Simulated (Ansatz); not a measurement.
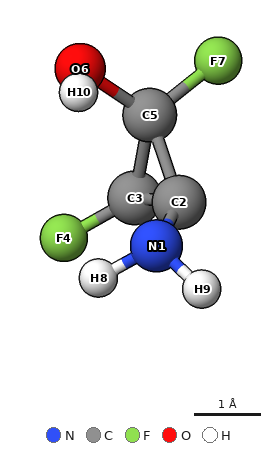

C3H3F2NO, before the relaxation. The picture is a ball-and-stick view, seen from a free direction.

The run prepares an end point of a later path (inversion) calculation, from a guessed geometry.

The calculation used Ansatz, RKS PBE-D4/6-31G.

The input:
```yaml
crystal:
  periodic: [false, false, false]
  atoms:
    - { symbol: "N", position_ang: [-0.4072, -0.1067, 1.4066] }
    - { symbol: C, position_ang: [0.448, -0.441, 0.4228] }
    - { symbol: C, position_ang: [0.1776, -1.0676, -0.742] }
    - { symbol: F, position_ang: [-0.9761, -1.4355, -1.0226] }
    - { symbol: C, position_ang: [0.7431, 0.267, -0.8325] }
    - { symbol: O, position_ang: [-0.0462, 1.431, -1.2081] }
    - { symbol: F, position_ang: [2.1172, 0.3683, -1.1352] }
    - { symbol: H, position_ang: [-1.3459, -0.4093, 1.1619] }
    - { symbol: H, position_ang: [-0.1796, -0.4499, 2.3336] }
    - { symbol: H, position_ang: [-0.4478, 1.7926, -0.3815] }
basis:
  gaussian: { orbitals: "6-31G" }
hamiltonian:
  xc: pbe
  dispersion: d4
relax:
  f_tol: 0.015
  max_steps: 40
output:
  orbitals: {}
```

Run as
```bash
ansatz run input.yaml --threads 1 --pin off --max-ram 2048MiB --backend cpu --events-out ev --progress --plain --runs-dir out
```

Q: What does the optimiser find from here?

A: The energy falls by 2.186 eV in 14 accepted moves (17 points after the start). Largest force component: 7.5 eV/Å at the start, 0.0086 eV/Å at the end. The line search rejected the trial steps at points 7, 13, 15 of the run. The largest move after the best rigid fit is that of H8, 1.29 Å. By element the largest moves are H 1.29 Å, F 0.77 Å, O 0.63 Å, C 0.63 Å, N 0.47 Å. Some distances before and after: C3–F4 1.243 → 1.382 Å, C2–C5 1.471 → 1.523 Å, C5–O6 1.456 → 1.422 Å, C5–F7 1.411 → 1.430 Å. Bond angles that change, for instance: N1–C2–C3 128.2° → 153.5°, C2–C3–F4 121.2° → 144.8°, F4–C3–C5 128.3° → 149.0°. Groups turn about C5–O6 by about 75°. The run took 59 s on 1 thread of Arm Neoverse V2, with other jobs on the host, peak memory 0.17 GiB.

Final geometry:

```xyz
10

N    -0.3803   -0.4789    1.7000
C    -0.1513   -0.3552    0.3749
C    -0.3104   -0.7115   -0.9107
F    -0.8968   -1.6265   -1.7648
C     0.6334    0.3779   -0.7052
O     0.4809    1.7462   -1.0628
F     2.0492    0.1813   -0.7488
H    -0.9473   -1.2342    2.0705
H     0.0693    0.1473    2.3577
H    -0.4635    1.9025   -1.3079
```

The end point in the same view:

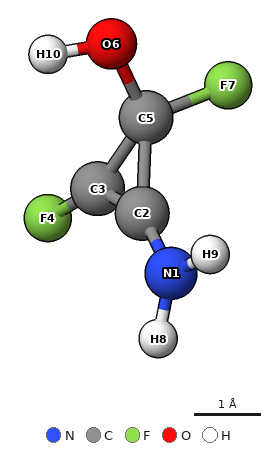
